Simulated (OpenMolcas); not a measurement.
**Tm²⁺ with 6 ligands (fluoride): CASSCF and CASPT2 levels and susceptibility**

Which state of Tm²⁺ lies lowest among these ligands, how large is the field, and what χT follows?

Method: state-averaged CASSCF and CASPT2, spin-orbit coupling by RASSI with atomic mean-field integrals. Code: OpenMolcas 26.06.

**1. The system**

* Species: Tm²⁺ (thulium, Z = 69, 67 electrons)
* Basis: ANO-RCC-VTZP [8s7p5d3f2g1h], 284 functions with the ligands
* Scalar Hamiltonian: DKH2, point nucleus
* Inactive shells: 1s 2s 2p 3s 3p 3d 4s 4p 4d 5s 5p of the metal, and all ligand shells
* Active space: 13 electrons in 7 orbitals (4f)
* Some configurations of this space: 4f¹³
* Orbitals: optimised for the highest spin of each parity, averaged over all roots

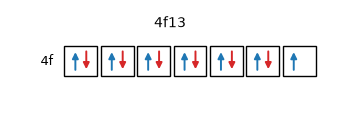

The shells outside the core, filled by Hund's rule for the drawing.

Tm²⁺ is taken with 6 ligands (fluoride) in octahedron coordination (Oh) at 2.34 Å. A charge of +0.667 e stands 3.2 Å behind each ligand. Ligand basis ANO-RCC-VTZP. The distances are assumed, not relaxed.

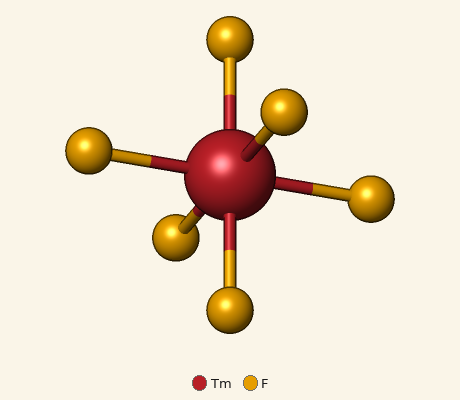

The cluster treated with basis functions (thulium red, fluorine amber); what lies farther out is not drawn.

```xyz
7

Tm    0.0000    0.0000    0.0000
F     2.3400    0.0000    0.0000
F     0.0000    2.3400    0.0000
F    -2.3400    0.0000    0.0000
F     0.0000   -2.3400    0.0000
F     0.0000    0.0000    2.3400
F     0.0000    0.0000   -2.3400
```

The work runs as a chain of OpenMolcas steps in one folder; each step below is one input file. Labels, J, g values, rates, χT and fits are worked out afterwards by a script from the matrices that RASSI stores. The input lists half of the charges; inversion (Group=XYZ) makes the rest.

**2. GATEWAY and SEWARD: basis and integrals**

The input, a.inp:

```
&GATEWAY
Coord
7

Tm 0.0 0.0 0.0
F 2.340000 0.000000 0.000000
F 0.000000 2.340000 0.000000
F -2.340000 0.000000 0.000000
F 0.000000 -2.340000 0.000000
F 0.000000 0.000000 2.340000
F 0.000000 0.000000 -2.340000
Basis=Tm.ANO-RCC-VTZP,F.ANO-RCC-VTZP
Group=XYZ
NoMove
AngMom=0.0 0.0 0.0
AMFI
RICD
XField
3 Angstrom 0
5.540000 0.000000 0.000000 0.666667
0.000000 5.540000 0.000000 0.666667
0.000000 0.000000 5.540000 0.666667
&SEWARD
```

Started as:

```console
$ OMP_NUM_THREADS=1 MOLCAS_MEM=3686 MOLCAS_PROJECT=a pymolcas a.inp > a.log
```

**3. Reference wave functions, doublets of odd parity, 7 roots**

The input, a.inp:

```
&RASSCF
FileOrb=start.orb
Symmetry=2
Spin=2
nActEl=13 0 0
Inactive=30 27
Ras2=0 7
CIRoot=7 7 1
SDav=7
CIMx=300
Iter=150 100
PrWF=0.3
OrbListing=Nothing
MaxOrb=0
LevShft=1.0
>>> COPY $Project.JobIph JOB001
```

start.orb holds start orbitals that the driver prepared beforehand, or those of the step before.

**4. State interaction with spin-orbit coupling**

The input, a.inp:

```
&RASSI
NrOfJobIphs=1 7
1 2 3 4 5 6 7
IphNames
JOB001
EJob
SpinOrbit
DIPRint=1.0
SOCoupling=1000.0
Subsets=2
Property=9
'ANGMOM' 1 'ANGMOM' 2 'ANGMOM' 3 'MLTPL  1' 1 'MLTPL  1' 2 'MLTPL  1' 3
'AMFI' 1 'AMFI' 2 'AMFI' 3
SOProperty=3
'ANGMOM' 1 'ANGMOM' 2 'ANGMOM' 3
```

**5. CASPT2: IPEA 0.25, imaginary shift 0.1 (closed shells correlated: 5s 5p of the metal, with ligand shells; the Frozen line counts the rest)**

The input, a.inp:

```
>>> COPY JOB001 $Project.JobIph
&CASPT2
Multistate=7 1 2 3 4 5 6 7
NoMult
Frozen=17 12
IPEA=0.25
Imaginary=0.1
MaxIter=60
WThr=0.0 0.3 0.05
PrWF=0.5
NoMix
```

(Steps that only read results are left out.)

**Question.** What will these runs give? Wanted: spin-free ground state; first state of the same spin within the active space; lowest level; next level.

**Answer**, as computed:

```
                                            quantity                                                                                                                                          value
                                              method  SS-CASPT2, IPEA 0.25, imaginary shift 0.1 (closed shells correlated: 5s 5p of the metal, with ligand shells; the Frozen line counts the rest)
                              spin-free ground state                                                                                                                2T1, 3-fold in its orbital part
first state of the same spin within the active space                                                                                                                                2T2 at 458 cm⁻¹
                                        lowest level                                                                                                                2-fold Γ6, g = 2.66, 2.66, 2.66
                                          next level                                                                                                                                     287.5 cm⁻¹
                                         χT at 300 K                                                                                                                                 2.31 cm³ K/mol
                           effective moment at 300 K                                                                                                                                        4.30 μB
```

Cost by method:

```tsv
method	time of its own steps	time with the reference
A. CASSCF	1.9 min	1.9 min
B. SS-CASPT2, IPEA 0.25, imaginary shift 0.1, +5s 5p	3.5 min	5.4 min
```

Times are of one thread on a shared host.

The spin-free ground state (2T1) is 3-fold and keeps the highest spin of the shell. CASPT2 does not keep the components of a term degenerate, and the means are used.
